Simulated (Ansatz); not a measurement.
## Electronic structure of C₂H₄NSi (SMILES [CH-]=C=[SiH]N) (charge −1) in real space

The calculation's input:

```
crystal:
  periodic: [false, false, false]
  atoms:
    - { symbol: C, position_ang: [-0.09675, 1.96629, -1.20392] }
    - { symbol: C, position_ang: [0.13726, 1.09694, -0.39532] }
    - { symbol: Si, position_ang: [0.93677, -0.34789, 0.46757] }
    - { symbol: "N", position_ang: [-0.47908, -1.49625, 0.54091] }
    - { symbol: H, position_ang: [-0.36783, 2.75492, -1.86088] }
    - { symbol: H, position_ang: [0.88598, 0.10609, 1.91249] }
    - { symbol: H, position_ang: [-0.18972, -2.38744, 0.93089] }
    - { symbol: H, position_ang: [-0.82664, -1.69266, -0.39176] }
total_charge: -1
basis:
  gaussian: { orbitals: def2-SVP }
hamiltonian:
  xc: pbe0
  dispersion: d4
relax:
  f_tol: 0.015
  max_steps: 40
output:
  orbitals: {}
```

Run with:

```sh
ansatz run input.yaml --threads 1 --pin off --max-ram 2048MiB --backend cpu --events-out ev --progress --plain --runs-dir out
```

The fields are those of the relaxed geometry.

The highest occupied orbital lies above zero, a sign that basis and functional describe the outermost electron poorly.

Method: RKS PBE0-D4/def2-SVP in Ansatz 0.2.0.

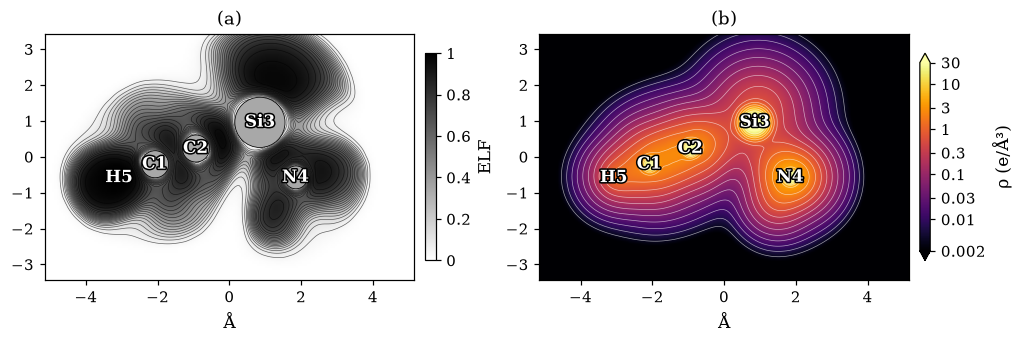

Figure 1. (a) ELF; (b) electron density on the plane of atoms C2, Si3 and N4. Grey discs cover the atomic cores in the ELF map.

Question: What does the map show?

Answer: The plane passes through C, Si, N and H nuclei. C–C (1.23 Å): ρ is about 2.6 e/Å³ halfway; the ELF peaks at about 0.85 between the atoms: a multiple bond. Si–N (1.83 Å): the density is about 0.89 e/Å³ at the midpoint; the ELF peaks at about 0.90 between the atoms, as expected for a shared but strongly polarised pair. C–Si (1.92 Å): the density is about 0.79 e/Å³ at the midpoint; the ELF peaks at about 0.95 between the atoms; a covalent bond. C–H (1.07 Å): the density is about 1.9 e/Å³ at the midpoint; the ELF climbs to about 1 towards the hydrogen, as it does in any bond to H; a covalent bond by its length. The ELF also peaks beside N4 and Si3, away from the bonds: lone-pair regions.

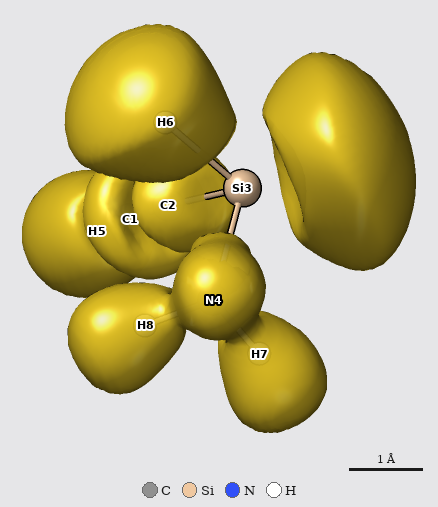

Figure 2. Isosurface of the ELF at 0.8 (yellow), seen at an oblique angle. Only the valence region is drawn (cores and ρ < 0.01 e/Å³ removed).

Question: Describe the localisation domains.

Answer: At this value the surface marks out one region between bonded C–C atoms (shared pairs), one region between bonded C–Si atoms (shared pairs), two regions around hydrogen nuclei, one lobe on Si, pointing away from the bonds (lone pairs) and one joined region spread over several atoms (H, N), in which their bonds and any lone pairs are merged.

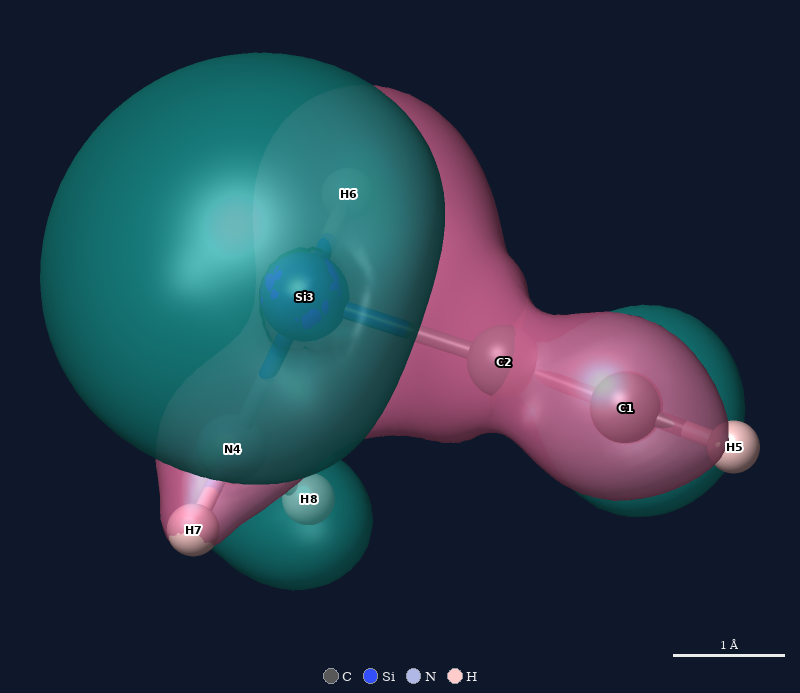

Figure 3. The HOMO at ±0.06 Å⁻³ᐟ² (teal and pink are the two phases), seen at a tilt.

Question: Where does this orbital lie, and at what energy?

Answer: Its weight (Hirshfeld) is mainly on Si3 (about 70 %), H6 (about 5 %) and C1 (about 5 %). Its energy is 0.29 eV.

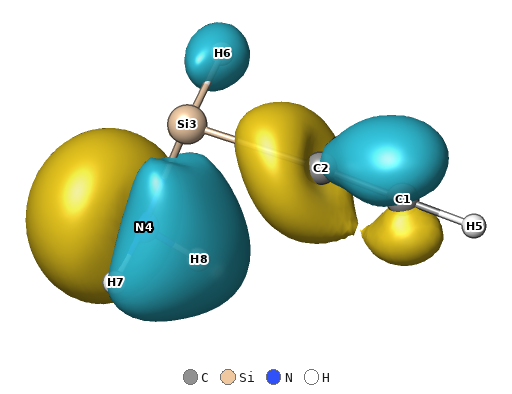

Figure 4. The HOMO−1 at ±0.1 Å⁻³ᐟ² (yellow and cyan are the two phases), seen at a tilt.

Question: Describe this orbital and give its energy.

Answer: It lies mainly on N4 (about 65 %), C2 (about 10 %) and C1 (about 5 %). Its energy is −1.74 eV.
